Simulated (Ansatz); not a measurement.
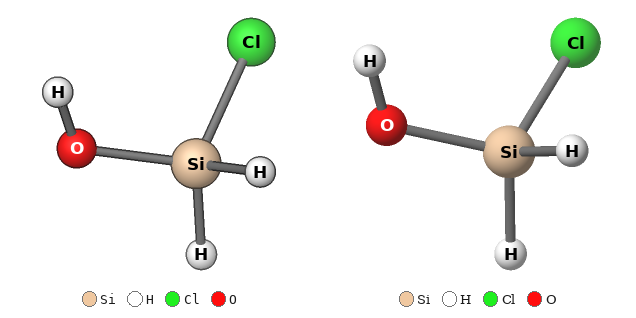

Two views of one molecule.

The geometry was computed by an optimisation with PBE0-D4/def2-TZVP.

**What is the molecular formula?**

ClH3OSi, 6 atoms: 1 chlorine, 3 hydrogen, 1 oxygen and 1 silicon.

**Count the bonded pairs by element.**

2 Si–H, 1 O–Si, 1 Cl–Si, 1 O–H. Sticks follow a distance rule.

**How many sets of symmetry-equivalent atoms are there?**

6: 1 Si, 1 H, 1 H, 1 Cl, 1 O, 1 H.

**What is the point group of this geometry?**

C1.

More results for the same structure follow; atom numbers are the same in all pictures, views and colours differ.

## Geometry

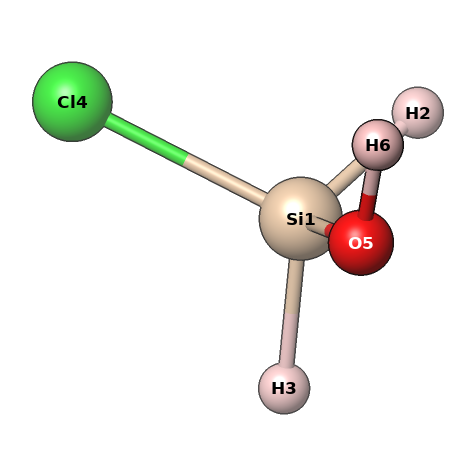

Si1 lies behind O5. The molecule seen a little off the O5–Si1 bond, O5 in front. Distant atoms are faded towards the background colour.

**What is the torsion angle H6–O5–Si1–Cl4? The sign is positive where the front bond must turn clockwise to cover the back bond.**

−61°, synclinal (gauche).

## Vibrations

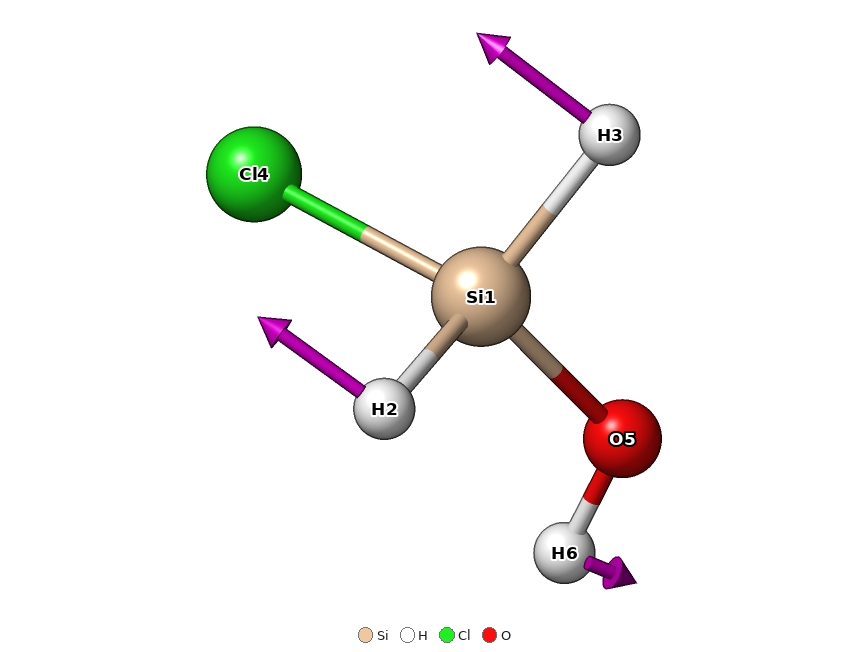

The arrows show one normal mode. Harmonic vibrations computed with RKS PBE0-D4/def2-TZVP (Ansatz 0.2.0) at a stationary point of the same level.

**What kind of motion is it?**

Mostly angle bending.

**Estimate its harmonic wavenumber.**

905 cm⁻¹; it is mode 7 of 12 counted from the lowest.

## Dipole moment

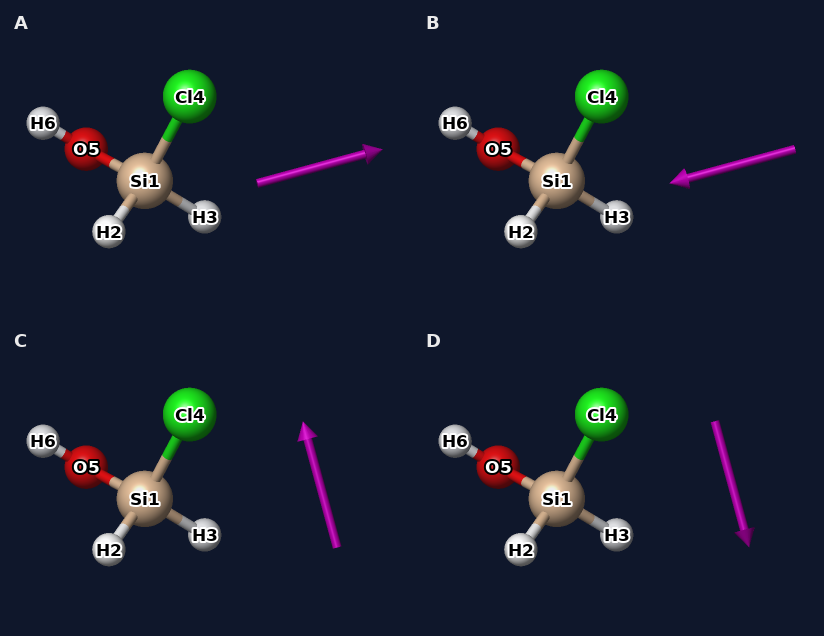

The same molecule four times, each with an arrow. Method: RKS PBE0-D4/def2-TZVP (Ansatz 0.2.0).

**Which arrow points along the dipole moment, from the negative to the positive end?**

B. The dipole moment is 1.46 D; it points from the side of H3, Cl4 to the side of H6 (the outermost atoms at the two ends).

## Charges

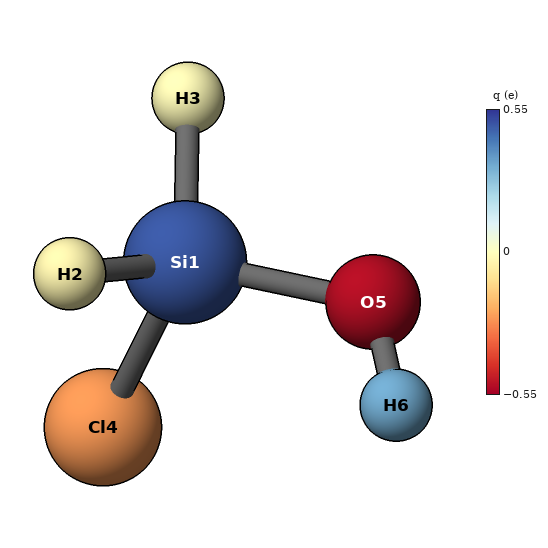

Atoms are coloured by their Mulliken charges. Properties computed with RKS PBE0-D4/def2-TZVP (Ansatz 0.2.0).

Give the Mulliken charges atom by atom.

| atom | value (e) |
| --- | --- |
| Si1 | 0.48 |
| H2 | −0.03 |
| H3 | −0.02 |
| Cl4 | −0.25 |
| O5 | −0.51 |
| H6 | 0.33 |

Mulliken values depend strongly on the basis set and can even reverse the polarity of a bond.
